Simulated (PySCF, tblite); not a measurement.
**C4H15NSi3: geometry, infrared bands and NMR shifts**

What infrared bands and NMR shifts should C4H15NSi3 (`C=N[SiH2][C@@H](C)[SiH2]C[SiH3]`) show?

The runs use tblite 0.8.0 and PySCF 2.14.0, with density-fitted response routines of our own; the level of theory stands in each step. All values are computed, except where a source is named. Atoms count from 0, in the outputs and in this text.

## 1. Starting geometry

23 atoms, charge 0, multiplicity 1; geometry from: force field or distance geometry start.

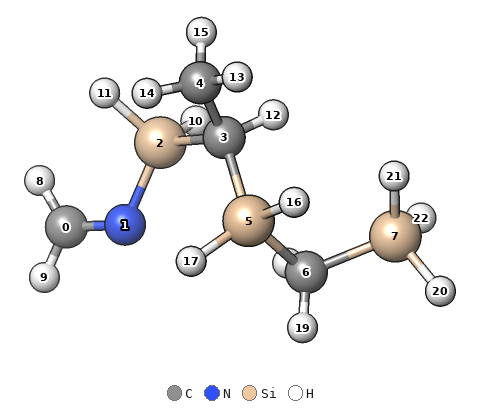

As it starts; carbon grey, nitrogen blue, silicon light orange, hydrogen white, atoms numbered.

## 2. Geometry optimisation with GFN2-xTB

The job: settings as JSON, then the geometry in Å.

```
{"job": {"kind": "relax", "xc": "GFN2-xTB", "basis": "xTB"}, "charge": 0, "multiplicity": 1}
C      3.417600    -1.544400    -0.537600
N      2.163700    -1.209100    -0.447000
Si     1.780700     0.115700     0.625500
C      0.164000     0.960800     0.306400
C      0.415000     2.442400     0.099000
Si    -0.906500     0.193400    -0.984700
C     -1.672300    -1.399400    -0.361200
Si    -3.145200    -0.893500     0.665000
H      4.202300    -1.030700     0.005600
H      3.663800    -2.369900    -1.188000
H      1.746000    -0.432300     2.001700
H      2.843500     1.117700     0.567700
H     -0.418300     0.914300     1.280100
H     -0.522000     2.991800    -0.073500
H      1.161700     2.599900    -0.689400
H      0.823200     2.820100     1.072100
H     -2.063600     1.117100    -1.144100
H     -0.291200     0.049400    -2.294800
H     -0.902200    -1.902100     0.284900
H     -1.915900    -2.071200    -1.180600
H     -4.354700    -1.445100     0.043100
H     -3.215800     0.552200     0.786200
H     -2.978600    -1.549900     1.992400
```

Launch:

```
> OMP_NUM_THREADS=1 python probes_run.py task.json out
```

One launch serves the whole session: the jobs run in the order shown.

**Question.** This job is followed by: GFN2-xTB harmonic vibrations, gas phase; GIAO PBE0/pcSseg-1 NMR shielding, non-relativistic, gas phase. What will the session give for the following? strongest single infrared mode (GFN2-xTB); zero-point energy (GFN2-xTB); 13C shifts against TMS (PBE0/pcSseg-1); 1H shifts against TMS (PBE0/pcSseg-1, means over atoms taken as alike); 15N shifts against NH3 (PBE0/pcSseg-1); 29Si shifts against TMS (PBE0/pcSseg-1).

**Answer**, as computed:

```
                                                              quantity                                                                  value
                             strongest single infrared mode (GFN2-xTB)                                                  2153 cm⁻¹, 497 km/mol
                                          zero-point energy (GFN2-xTB)                                                         105.4 kcal/mol
                                13C shifts against TMS (PBE0/pcSseg-1)                                            172.1, 12.6, 2.5, -12.9 ppm
1H shifts against TMS (PBE0/pcSseg-1, means over atoms taken as alike)  8.74, 8.63, 5.36, 4.98, 4.27, 4.22, 4.03, 1.17, 0.45, 0.26, -0.25 ppm
                                15N shifts against NH3 (PBE0/pcSseg-1)                                                              420.6 ppm
                               29Si shifts against TMS (PBE0/pcSseg-1)                                                -27.9, -32.2, -74.7 ppm
```

**Reading.** Over 262 steps the energy fell by 0.804 eV; of the close pairs, C3–Si5 changed most, 1.844 to 1.904 Å. No mode is imaginary among the 63: a minimum at this level. Unscaled tight-binding wavenumbers are off by several per cent, some by more. Its intensities can rank the bands wrongly. At PBE0/pcSseg-1: The widest tensor belongs to N1: span 851 ppm, with a paramagnetic part of -487 ppm.
